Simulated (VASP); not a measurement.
Data:

```yaml
crystal:
  lattice:
    - [-1.69955, 1.69955, 4.57637]
    - [1.69955, -1.69955, 4.57637]
    - [1.69955, 1.69955, -4.57637]
  atoms:
    - { symbol: Zr, position: [0.00000, 0.00000, 0.00000] }
    - { symbol: Ge, position: [0.32139, 0.32139, 0.00000] }
    - { symbol: Ge, position: [0.67861, 0.67861, 0.00000] }
```

The numbers are results of PBEsol GGA, VASP's PBE PAW potentials (set 64) (plane waves; VASP), not measurements. Run with 400 eV cut-off, 14×14×14 Γ-centred mesh, tetrahedra with Blöchl corrections, potentials Zr_sv Ge_d.

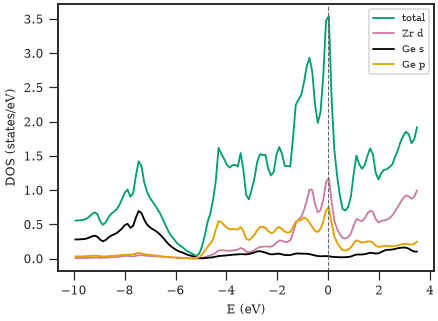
Figure. Total and projected density of states, zero at the Fermi level

Within 2 eV below the Fermi level the largest weight inside VASP's projection spheres is Zr d, then Ge p.

It has no gap at this level: it comes out as a metal or semimetal.

The structure was generated: ZrGe2 was put into the MoSi2 type (I4/mmm), which need not be its known phase. It was relaxed first.
